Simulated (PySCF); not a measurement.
Molecule: C₂H₁₀OSi₂, SMILES O[SiH2]CC[SiH3].

```xyz
15

O      2.1977    -0.4001     1.1309
Si     1.9588    -0.0815    -0.4922
C      0.1880     0.5060    -0.6385
C     -0.8268    -0.5129    -0.1042
Si    -2.6133     0.0899    -0.1645
H      3.0429    -0.7816     1.3835
H      2.1681    -1.3219    -1.3102
H      2.9139     0.9622    -0.9878
H      0.1087     1.4624    -0.0915
H     -0.0096     0.7484    -1.6981
H     -0.7648    -1.4580    -0.6723
H     -0.5847    -0.7757     0.9399
H     -3.5527    -0.9514     0.3577
H     -3.0013     0.4170    -1.5733
H     -2.7698     1.3301     0.6588
```

Simulated rotational absorption lines between 26 and 40 GHz at 5 K: rigid rotor with the equilibrium constants and dipole of one optimised conformer (PBE0-D3(BJ)/def2-SVP, PySCF), commonest isotopes; no centrifugal distortion, hyperfine structure, internal rotation or nuclear-spin weights; lines within 1 MHz of each other are summed. Lines of different type are drawn apart.

Q: What are the rotational constants, and what kind of rotor is it?

A: Rotational constants A, B, C = 8.246, 1.111, 1.040 GHz; Ray's κ = −0.98, a near-prolate asymmetric top.

Q: Which dipole components drive the lines?

A:
|μa|, |μb|, |μc| = 1.48, 0.01, 0.50 D; a-type lines carry 89 % of the intensity in this range.

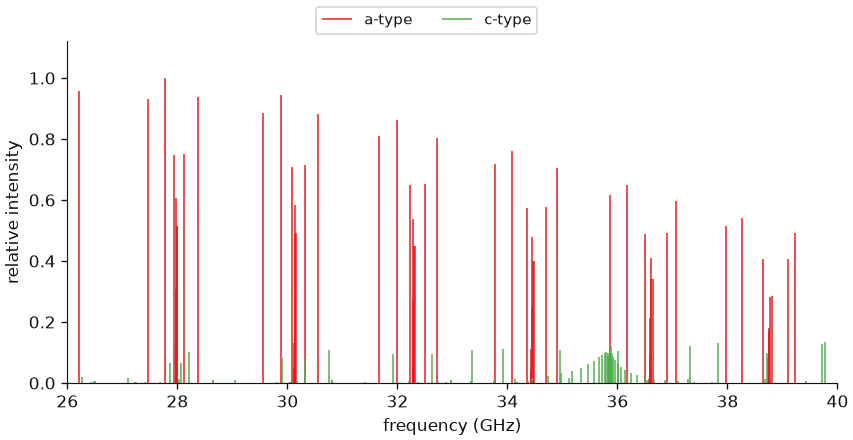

Note: coarse grid, loose stop and no frequency check, small forces are noise and the end may be a saddle.
